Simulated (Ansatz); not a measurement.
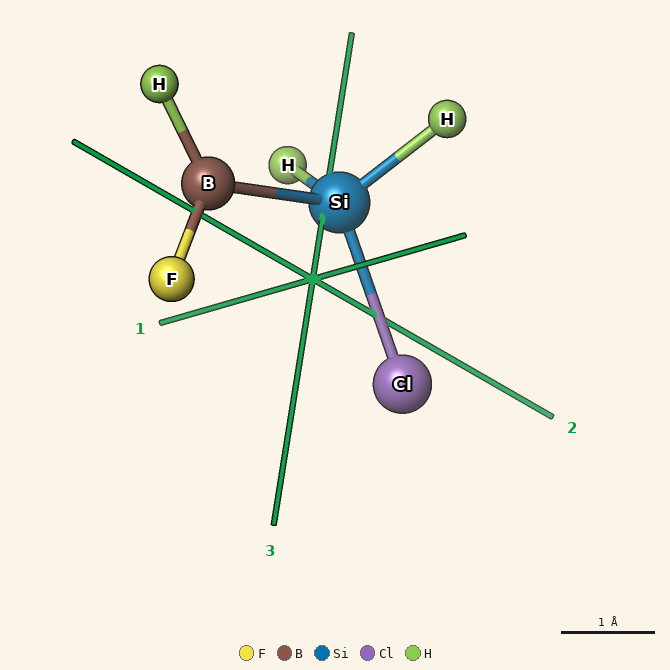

The three principal axes of inertia are drawn and numbered. Atoms fade into the background with distance from the viewer. Computed geometry: PBE-D4/def2-SVP optimisation. No frequency run is at hand to confirm it as a minimum. Masses are those of the most abundant isotopes; constants are for the rigid equilibrium geometry.

### Which line is the a axis (least moment of inertia), which b and which c?

a is line 2, b is line 3, c is line 1; the moments are 70.1, 206, 270 u Å².

### What kind of rotor is it, and what are its rotational constants in cm⁻¹?

An asymmetric top (Cs): A = 0.241, B = 0.0819, C = 0.0624 cm⁻¹. Ray's parameter κ is −0.78, nearer the prolate limit.
